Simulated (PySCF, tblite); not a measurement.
Potential energy curve for OH (cation, charge +1), triplet.

Methods: UKS-CAM-B3LYP = PySCF with unrestricted CAM-B3LYP/cc-pVTZ; GFN2-xTB, 300 K electronic temperature (tblite); UKS-wB97X-V = unrestricted wB97X-V/cc-pVTZ in PySCF; ROKS-wB97X-V = restricted open-shell wB97X-V/cc-pVTZ (PySCF); UCCSD(T) = CCSD(T) on UHF/cc-pVTZ, 1 core orbital frozen (PySCF).

Energies are in mEh, each relative to the lowest point of its own curve near equilibrium.

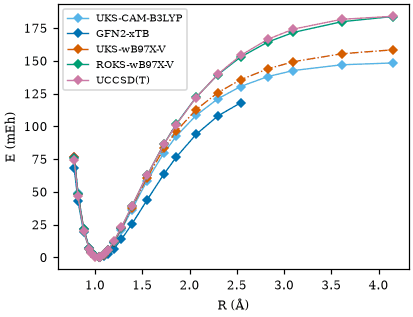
Figure: Energy against bond length for each method.

| R / Å | UKS-CAM-B3LYP | GFN2-xTB | UKS-wB97X-V | ROKS-wB97X-V | UCCSD(T) |
|---|---|---|---|---|---|
| 0.78 | 76.6 | 67.9 | 76.5 | 76.1 | 74.0 |
| 0.82 | 48.9 | 42.8 | 48.7 | 48.4 | 46.7 |
| 0.88 | 21.9 | 19.2 | 21.6 | 21.4 | 20.3 |
| 0.94 | 7.2 | 6.7 | 7.0 | 6.9 | 6.2 |
| 0.96 | 4.4 | 4.2 | 4.2 | 4.1 | 3.6 |
| 1.00 | 0.9 | 1.2 | 0.8 | 0.8 | 0.6 |
| 1.04 | 0.0 | 0.0 | 0.0 | 0.0 | 0.0 |
| 1.05 | 0.1 | 0.0 | 0.1 | 0.1 | 0.2 |
| 1.10 | 2.0 | 0.9 | 2.2 | 2.3 | 2.6 |
| 1.14 | 5.0 | 2.8 | 5.3 | 5.5 | 5.9 |
| 1.20 | 11.1 | 6.8 | 11.7 | 12.0 | 12.5 |
| 1.28 | 21.2 | 13.8 | 22.1 | 22.6 | 23.2 |
| 1.39 | 36.5 | 25.4 | 38.0 | 38.9 | 39.3 |
| 1.55 | 58.5 | 43.7 | 60.8 | 62.5 | 62.6 |
| 1.73 | 79.9 | 63.7 | 83.1 | 86.6 | 86.4 |
| 1.86 | 92.5 | 76.6 | 96.3 | 101.8 | 101.4 |
| 2.07 | 108.5 | 93.9 | 112.8 | 122.3 | 122.0 |
| 2.30 | 121.1 | 108.0 | 125.8 | 139.5 | 139.9 |
| 2.54 | 130.4 | 118.0 | 135.6 | 152.9 | 154.2 |
| 2.83 | 138.1 | — | 144.0 | 164.4 | 166.6 |
| 3.10 | 142.6 | — | 149.4 | 171.7 | 174.3 |
| 3.61 | 147.0 | — | 155.4 | 179.9 | 181.7 |
| 4.15 | 148.4 | — | 158.4 | 183.9 | 184.0 |

At the longest distance, 4.15 Å, UCCSD(T) lies highest above its minimum (184.0 mEh) and UKS-CAM-B3LYP lowest (148.4 mEh).

Dashes: no converged value, or the column stops at the first point that the program doubted or that broke a chosen test of continuity, which isn't proof of a fault.

The unrestricted determinant behind UKS-CAM-B3LYP is spin-contaminated at 1.73 to 4.15 Å (<S²> up to 2.5, against 2.00 for a pure triplet). At the longest distance UKS-CAM-B3LYP, UKS-wB97X-V, ROKS-wB97X-V leaves fractional charges on the fragments, a sign of delocalisation error or of the restricted form. The unrestricted determinant behind UKS-wB97X-V is spin-contaminated at 1.86 to 4.15 Å (<S²> up to 2.5, against 2.00 for a pure triplet). The unrestricted determinant behind UCCSD(T) is spin-contaminated at 1.55 to 4.15 Å (<S²> up to 3.0, against 2.00 for a pure triplet).
